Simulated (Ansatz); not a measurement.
# Squeezing and shearing a frame of glassy nearly rigid 77ZrO2-23SiO2 (mol %) from 1800 K (90 atoms), part 3 of 3

How stiff is a frame of glassy nearly rigid 77ZrO2-23SiO2 (mol %) from 1800 K (90 atoms), and how do its levels respond to strain?

Ansatz 0.2.0; Kohn-Sham DFT, PBE, PAW (set soft_2), plane waves.

The cell: 23 Zr, 7 Si and 60 O. The network of bonds at the start is that of the classical potential that made the cell. The Brillouin zone is sampled at Γ only.

So far. Step 9 (Volume -10 %): The relaxation converged after 28 steps, 5.38 eV below its start, with a largest force component of 0.032 eV/Å. Step 9 (Volume -10 %): Volume -10 %: the energy stands 3.10 eV above that of the reference, at a pressure of 7.10 GPa.

## 10. Stretched by 1 % along x

The relaxed cell is strained along x alone, which gives the stiffness along x and its coupling to y and z.

input.yaml

```yaml
crystal:
  lattice:
    - [10.80137, 0.12243, 0.34911]
    - [0.12365, 10.88592, -0.0106]
    - [0.3526, -0.0106, 10.39591]
  atoms:
    [... the 90 atom lines of step 4 ...]
kpoints:
  mp_grid: { grid: [1, 1, 1] }
hamiltonian:
  xc: pbe
scf:
  occupations: { method: gaussian, width: 0.025 }
output:
  forces: true
  eigenvalues: true
  stress: true
relax:
  f_tol: 0.05
  max_steps: 70
```

Run with:

```console
$ ansatz run input.yaml --threads 4 --pin off --max-ram 8192MiB --backend cpu --events-out ev --progress --plain --runs-dir out
```

Numbers of over 12 decimals in the logs are rounded to 6 here.

The program printed:

```text
[...]
Crystal: 90 atoms, lattice volume = 1220.881 Å³
Basis set: ecut = 420 eV, 23841 PW (Γ), exchange–correlation on 150×150×144 points (8 copies of the dense FFT grid, shifted against one another)
Bands: 422, of which v1, the nominal top of the filled ones, is band 332 counted from 1 (331 counted from 0)
Symmetry: 1 space group operations
[...]
k-points: 1
[...]
SCF iter   1: F=—  HF=-134858.250081 eV  |F-HF|=—  |Δ(HF+E_count)|=         —  Δρ=3.54e-3  dr2=1.19e-1  ethr=1.77e-3  ⟨swp⟩=6.0  Hψ=1623  notcnv=0  defer=52
[...]
SCF iter   5: F=—  HF=-134858.241803 eV  |F-HF|=—  |Δ(HF+E_count)|=   1.77e-4  Δρ=1.36e-4  dr2=2.15e-4  ethr=1.03e-7  ⟨swp⟩=2.0  Hψ=614  notcnv=0  defer=83
SCF iter   6: F=-134858.241835 eV  HF=-134858.241827 eV  |F-HF|=7.69e-6  |Δ(HF+E_count)|=   2.39e-5  Δρ=4.90e-5  dr2=3.17e-5  ethr=9.41e-9  ⟨swp⟩=12.0  Hψ=2038  notcnv=0
SCF 1 converged in 6 iterations: F = -134858.241835 eV  dr2 = 3.17e-5
[...]
relax step   1: F+E_penalty+E_count = -134858.24183488 eV  Δ(F+E_penalty+E_count) = +0.000e0 eV  max|allowed force component| = 3.715e-1 eV/Å  Δτ_max = 0.0000 Å  (6 SCF iters, dr2 threshold 6.25e-5 eV, accepted)
[...]
relax step   2: F+E_penalty+E_count = -134858.28424656 eV  Δ(F+E_penalty+E_count) = -4.241e-2 eV  max|allowed force component| = 2.495e-1 eV/Å  Δτ_max = 0.0295 Å  (6 SCF iters, dr2 threshold 8.63e-6 eV, accepted)
[...]
relax step   3: F+E_penalty+E_count = -134858.29795369 eV  Δ(F+E_penalty+E_count) = -1.371e-2 eV  max|allowed force component| = 7.765e-2 eV/Å  Δτ_max = 0.0102 Å  (6 SCF iters, dr2 threshold 3.89e-6 eV, accepted)
relax step   4: F+E_penalty+E_count = -134858.30327478 eV  Δ(F+E_penalty+E_count) = -5.321e-3 eV  max|allowed force component| = 7.563e-2 eV/Å  Δτ_max = 0.0693 Å  (9 SCF iters, accepted)
[...]
relax step   5: F+E_penalty+E_count = -134858.30708797 eV  Δ(F+E_penalty+E_count) = -3.813e-3 eV  max|allowed force component| = 2.661e-2 eV/Å  Δτ_max = 0.0270 Å  (8 SCF iters, accepted)
SCF converged after 8 iterations
Free energy (F): -134858.307088 eV
[...]
Internal energy: -134858.307088 eV  (E = F + TS)
E sigma→0 (E₀):  -134858.307088 eV
Fermi energy:    8.771447 eV
[...]
Σ components = -134858.307088   (vs F -134858.307088, Δ=0.00e0)
--- Forces (eV/Å), atoms counted from 1 ---
  atom   1  Zr     0.00208592    -0.02660713    -0.00425970
  atom   2  Zr     0.00992414     0.00993844    -0.00803375
  atom   3  Zr     0.00185755    -0.00835203    -0.00215056
  atom   4  Zr     0.00697471    -0.01728280    -0.00077555
[...]
atom  90  O     -0.00139168    -0.00109074     0.00459660
  max |Σ_I F_I| component: 2.03e-4 eV/Å
--- Stress (GPa, compression-positive) ---
       -1.511116      -0.015658       0.060309
       -0.015658      -0.761982      -0.034601
        0.060309      -0.034601      -0.661138
  P = ⅓ Tr σ = -0.9781 GPa (-9.781 kbar)
--- Band table (eV) ---
[...]
--- Relaxed structure (5 steps of the walk, 5 accepted, 0 SCFs on fresh bases) ---
  F+E_penalty+E_count = -134858.30708797 eV   max|allowed force component| = 2.661e-2 eV/Å
  atoms:
    - { symbol: Zr, position: [0.180307, 0.829709, 0.321093] }
    - { symbol: Zr, position: [0.000457311, 0.332061, 0.418544] }
    - { symbol: Zr, position: [0.295412, 0.667152, 0.632740] }
    - { symbol: Zr, position: [0.472656, 0.815735, 0.414115] }
[...]
- { symbol: O, position: [0.112733, 0.135424, 0.846617] }
```

It took 50 s on 4 threads of Intel Xeon Platinum 8488C (Sapphire Rapids), shared host; peak memory 1.8 GiB.

The relaxation converged after 5 steps, 0.0653 eV below its start, with a largest force component of 0.027 eV/Å.

Stretched by 1 % along x: the energy stands 0.0583 eV above that of the reference, at a pressure of -0.978 GPa.

## 11. Compressed by 1 % along x

The relaxed cell is strained along x alone, which gives the stiffness along x and its coupling to y and z.

input.yaml, the sections that differ from step 10:

```yaml
crystal:
  lattice:
    - [10.58749, 0.12243, 0.34911]
    - [0.12121, 10.88592, -0.0106]
    - [0.34562, -0.0106, 10.39591]
  atoms:
    [... the 90 atom lines of step 4 ...]
# kpoints, hamiltonian, scf, output, relax: as in step 10
```

The program printed:

```text
[...]
Crystal: 90 atoms, lattice volume = 1196.706 Å³
Basis set: ecut = 420 eV, 23375 PW (Γ), exchange–correlation on 144×150×144 points (8 copies of the dense FFT grid, shifted against one another)
Bands: 422, of which v1, the nominal top of the filled ones, is band 332 counted from 1 (331 counted from 0)
Symmetry: 1 space group operations
[...]
k-points: 1
[...]
SCF iter   1: F=—  HF=-134858.242296 eV  |F-HF|=—  |Δ(HF+E_count)|=         —  Δρ=3.64e-3  dr2=1.25e-1  ethr=1.77e-3  ⟨swp⟩=6.0  Hψ=1634  notcnv=0  defer=52
[...]
SCF iter   6: F=-134858.234366 eV  HF=-134858.234359 eV  |F-HF|=7.69e-6  |Δ(HF+E_count)|=   2.31e-5  Δρ=4.96e-5  dr2=3.15e-5  ethr=9.41e-9  ⟨swp⟩=12.0  Hψ=2042  notcnv=0
SCF 1 converged in 6 iterations: F = -134858.234366 eV  dr2 = 3.15e-5
[...]
relax step   1: F+E_penalty+E_count = -134858.23436630 eV  Δ(F+E_penalty+E_count) = +0.000e0 eV  max|allowed force component| = 3.886e-1 eV/Å  Δτ_max = 0.0000 Å  (6 SCF iters, dr2 threshold 6.25e-5 eV, accepted)
[...]
relax step   2: F+E_penalty+E_count = -134858.27904605 eV  Δ(F+E_penalty+E_count) = -4.468e-2 eV  max|allowed force component| = 2.536e-1 eV/Å  Δτ_max = 0.0267 Å  (6 SCF iters, dr2 threshold 9.44e-6 eV, accepted)
[...]
relax step   3: F+E_penalty+E_count = -134858.29218337 eV  Δ(F+E_penalty+E_count) = -1.314e-2 eV  max|allowed force component| = 8.299e-2 eV/Å  Δτ_max = 0.0111 Å  (6 SCF iters, dr2 threshold 4.02e-6 eV, accepted)
relax step   4: F+E_penalty+E_count = -134858.29080516 eV  Δ(F+E_penalty+E_count) = +1.378e-3 eV  max|allowed force component| = 1.373e-1 eV/Å  Δτ_max = 0.1387 Å  (9 SCF iters, rejected (line search))
relax step   5: F+E_penalty+E_count = -134858.29832382 eV  Δ(F+E_penalty+E_count) = -6.140e-3 eV  max|allowed force component| = 6.458e-2 eV/Å  Δτ_max = 0.0654 Å  (9 SCF iters, accepted)
[...]
relax step   6: F+E_penalty+E_count = -134858.29961707 eV  Δ(F+E_penalty+E_count) = -1.293e-3 eV  max|allowed force component| = 1.871e-2 eV/Å  Δτ_max = 0.0160 Å  (7 SCF iters, accepted)
SCF converged after 7 iterations
Free energy (F): -134858.299617 eV
[...]
Internal energy: -134858.299617 eV  (E = F + TS)
E sigma→0 (E₀):  -134858.299617 eV
Fermi energy:    9.028795 eV
[...]
--- Forces (eV/Å), atoms counted from 1 ---
  atom   1  Zr    -0.00395679    -0.00769450    -0.00240516
  atom   2  Zr    -0.00833269     0.00378214     0.00145021
  atom   3  Zr    -0.00025211     0.00026323    -0.00568334
  atom   4  Zr    -0.00524405    -0.00547533    -0.00048184
  atom   5  Zr    -0.00854139    -0.01573200    -0.00324381
  atom   6  Zr     0.00666336    -0.00734165    -0.00395652
  atom   7  Zr    -0.00129045    -0.00927765     0.00123251
  atom   8  Zr     0.00433972     0.00806458    -0.00002632
  atom   9  Zr     0.00406504    -0.00138370    -0.00496494
  atom  10  Zr     0.00355398    -0.00840468     0.00053806
  atom  11  Zr     0.00365138    -0.00800515     0.00134586
  atom  12  Zr    -0.00904956     0.00119201     0.00180350
  atom  13  Zr     0.00075998    -0.00191827    -0.00010192
  atom  14  Zr     0.00204174     0.01870908     0.00272628
[...]
atom  89  O      0.00273855     0.00295534    -0.00681617
  atom  90  O     -0.00539610     0.00631711    -0.00015459
  max |Σ_I F_I| component: 9.81e-5 eV/Å
--- Stress (GPa, compression-positive) ---
        1.725238       0.064350      -0.046041
        0.064350       0.845431       0.034804
       -0.046040       0.034804       0.716499
  P = ⅓ Tr σ = 1.0957 GPa (10.957 kbar)
--- Band table (eV) ---
[...]
--- Relaxed structure (6 steps of the walk, 5 accepted, 0 SCFs on fresh bases) ---
  F+E_penalty+E_count = -134858.29961707 eV   max|allowed force component| = 1.871e-2 eV/Å
  atoms:
    - { symbol: Zr, position: [0.179097, 0.830462, 0.321812] }
    - { symbol: Zr, position: [0.000544363, 0.333138, 0.415621] }
    - { symbol: Zr, position: [0.295580, 0.666244, 0.631133] }
    - { symbol: Zr, position: [0.473890, 0.814977, 0.410783] }
[...]
- { symbol: O, position: [0.113200, 0.138615, 0.844447] }
```

Wall time 58 s (4 threads); peak memory 1.8 GiB; 3.6 min of CPU time.

The relaxation converged after 6 steps, 0.0653 eV below its start, with a largest force component of 0.019 eV/Å.

Compressed by 1 % along x: the energy stands 0.0658 eV above that of the reference, at a pressure of 1.10 GPa.

## 12. Sheared by 2 % in xy

A shear of the relaxed cell gives the modulus that volume changes can't reach.

input.yaml, the sections that differ from step 11:

```yaml
crystal:
  lattice:
    - [10.69565, 0.22937, 0.34911]
    - [0.23129, 10.88714, -0.0106]
    - [0.349, -0.00711, 10.39591]
  atoms:
    [... the 90 atom lines of step 4 ...]
# kpoints, hamiltonian, scf, output, relax: as in step 11
```

The program printed:

```text
[...]
Crystal: 90 atoms, lattice volume = 1208.672 Å³
Basis set: ecut = 420 eV, 23599 PW (Γ), exchange–correlation on 144×150×144 points (8 copies of the dense FFT grid, shifted against one another)
Bands: 422, of which v1, the nominal top of the filled ones, is band 332 counted from 1 (331 counted from 0)
Symmetry: 1 space group operations
[...]
k-points: 1
[...]
SCF iter   1: F=—  HF=-134858.216301 eV  |F-HF|=—  |Δ(HF+E_count)|=         —  Δρ=3.60e-3  dr2=1.23e-1  ethr=1.77e-3  ⟨swp⟩=6.0  Hψ=1612  notcnv=0  defer=52
[...]
SCF iter   5: F=—  HF=-134858.209317 eV  |F-HF|=—  |Δ(HF+E_count)|=   1.68e-4  Δρ=1.38e-4  dr2=2.19e-4  ethr=1.05e-7  ⟨swp⟩=2.0  Hψ=618  notcnv=0  defer=83
SCF iter   6: F=-134858.209348 eV  HF=-134858.209340 eV  |F-HF|=7.83e-6  |Δ(HF+E_count)|=   2.28e-5  Δρ=4.95e-5  dr2=3.19e-5  ethr=9.41e-9  ⟨swp⟩=10.0  Hψ=2092  notcnv=0
SCF 1 converged in 6 iterations: F = -134858.209348 eV  dr2 = 3.19e-5
[...]
relax step   1: F+E_penalty+E_count = -134858.20934803 eV  Δ(F+E_penalty+E_count) = +0.000e0 eV  max|allowed force component| = 5.156e-1 eV/Å  Δτ_max = 0.0000 Å  (6 SCF iters, dr2 threshold 6.25e-5 eV, accepted)
[...]
relax step   2: F+E_penalty+E_count = -134858.26051767 eV  Δ(F+E_penalty+E_count) = -5.117e-2 eV  max|allowed force component| = 2.839e-1 eV/Å  Δτ_max = 0.0310 Å  (6 SCF iters, dr2 threshold 1.66e-5 eV, accepted)
[...]
relax step   3: F+E_penalty+E_count = -134858.28248310 eV  Δ(F+E_penalty+E_count) = -2.197e-2 eV  max|allowed force component| = 1.355e-1 eV/Å  Δτ_max = 0.0135 Å  (6 SCF iters, dr2 threshold 5.04e-6 eV, accepted)
relax step   4: F+E_penalty+E_count = -134858.28482977 eV  Δ(F+E_penalty+E_count) = -2.347e-3 eV  max|allowed force component| = 1.143e-1 eV/Å  Δτ_max = 0.0827 Å  (7 SCF iters, dr2 threshold 4.19e-6 eV, accepted)
relax step   5: F+E_penalty+E_count = -134858.29484696 eV  Δ(F+E_penalty+E_count) = -1.002e-2 eV  max|allowed force component| = 5.247e-2 eV/Å  Δτ_max = 0.0429 Å  (7 SCF iters, dr2 threshold 2.98e-6 eV, accepted)
[...]
relax step   6: F+E_penalty+E_count = -134858.29587281 eV  Δ(F+E_penalty+E_count) = -1.026e-3 eV  max|allowed force component| = 3.185e-2 eV/Å  Δτ_max = 0.0103 Å  (7 SCF iters, accepted)
SCF converged after 7 iterations
Free energy (F): -134858.295873 eV
[...]
Internal energy: -134858.295873 eV  (E = F + TS)
E sigma→0 (E₀):  -134858.295873 eV
Fermi energy:    8.903622 eV
[...]
Σ components = -134858.295873   (vs F -134858.295873, Δ=0.00e0)
--- Forces (eV/Å), atoms counted from 1 ---
  atom   1  Zr    -0.00337741     0.00303774    -0.01476814
  atom   2  Zr    -0.00331234     0.00759637    -0.01417864
  atom   3  Zr     0.00066412     0.00542213    -0.00420078
  atom   4  Zr    -0.00086859     0.00828098    -0.00713243
[...]
atom  90  O      0.00982506    -0.00571338    -0.01145206
  max |Σ_I F_I| component: 5.29e-5 eV/Å
--- Stress (GPa, compression-positive) ---
        0.009567      -0.932334       0.040615
       -0.932334      -0.003987       0.031172
        0.040615       0.031172      -0.026797
  P = ⅓ Tr σ = -0.0071 GPa (-0.071 kbar)
--- Band table (eV) ---
[...]
--- Relaxed structure (6 steps of the walk, 6 accepted, 0 SCFs on fresh bases) ---
  F+E_penalty+E_count = -134858.29587281 eV   max|allowed force component| = 3.185e-2 eV/Å
  atoms:
    - { symbol: Zr, position: [0.179861, 0.829972, 0.321527] }
    - { symbol: Zr, position: [-0.0011766, 0.332883, 0.417614] }
    - { symbol: Zr, position: [0.296036, 0.668332, 0.632368] }
    - { symbol: Zr, position: [0.473655, 0.815801, 0.413627] }
[...]
- { symbol: O, position: [0.110347, 0.136407, 0.845589] }
```

It took 57 s on 4 threads; peak memory 1.8 GiB.

The relaxation converged after 6 steps, 0.0865 eV below its start, with a largest force component of 0.032 eV/Å.

Sheared by 2 % in xy: the energy stands 0.0695 eV above that of the reference, at a pressure of -0.00707 GPa.

## 13. Pressure against volume

Atoms are relaxed at each volume, in the scaled cell.

```tsv
volume change (%)	volume (Å³/atom)	energy change (meV/atom)	pressure (GPa)	largest move on relaxing (Å)	bonds	gap (eV)
-10	12.088	34.40	7.10	1.22	181	3.44
-6	12.625	15.95	6.50	0.47	174	3.68
-3	13.028	3.89	3.14	0.23	171	3.65
+0	13.431	0.00	0.01	-	171	3.61
+3	13.834	3.18	-2.54	0.20	171	3.67
+6	14.237	12.35	-4.64	0.31	168	3.67
```

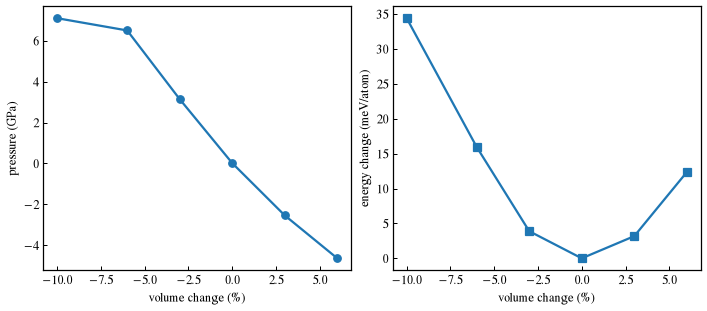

Pressure and energy against volume.

## 14. Uniaxial strain and shear

Stress (GPa, compression positive) less that of the relaxed cell, atoms relaxed:

```tsv
strain	xx	yy	zz	xy	energy change (meV/atom)
stretched by 1 % along x	-1.540	-0.777	-0.660	-0.035	0.65
compressed by 1 % along x	1.696	0.831	0.717	0.045	0.73
sheared by 2 % in xy	-0.020	-0.019	-0.026	-0.952	0.77
```

## 15. What came out

The bulk modulus, from the slope of pressure against ln V over the three points nearest the relaxed volume, is 94.7 GPa; between neighbouring points the slope runs 14, 107, 103, 86 and 73 GPa from the smallest volume up, without a steady fall, so no pressure derivative is given, and the cell yields more easily when compressed beyond -6 %. The count of bonds runs from 168 to 181 over the series, so at some points contacts cross the cutoffs. At -10 % some atom moved by over 0.5 Å on relaxing, so that point may sit in another local minimum. The gap goes from 3.44 eV at the smallest volume to 3.67 eV at the largest, not monotonically (lowest 3.44, highest 3.68 eV), on the run's k-points. In the Cartesian axes of the cell, finite differences give C11 = 162, C12 = 80.4, C13 = 68.9 and C66 = 47.6 GPa (the shear of 2 % is the engineering strain, εxy = 0.01). The mean of C11, C12 and C13, which equals the bulk modulus in a cubic or isotropic solid, is 104 GPa: it agrees with the bulk modulus within 10 %. For an isotropic solid C66 would equal (C11 − C12)/2 = 40.7 GPa; so small a sample needn't be isotropic, and C66 rests on one shear. With the bulk modulus and C66 as K and G, Young's modulus would be about 122 GPa and Poisson's ratio 0.28.

Caveats: Strains are finite and relaxations stop at the force tolerance of the input, which can leave moduli too stiff; they are those of a static cell at zero temperature. Volumes are changed with the cell's shape held, so in an anisotropic solid the modulus lies over the one under free hydrostatic load. The program notes that the SCF threshold of the relaxations is loose for the stress.

The DFT runs together took 16 min of wall time.

[Logs are printed without paths, hosts, clocks, repeated set-up lines and the standing remarks that a program may print on its own settings, such as how far it seeks lower states.]

[Hosts, paths, dates, database ids (printed as entryN), source tags and the programs' standing remarks are cut or masked in the printed files.]
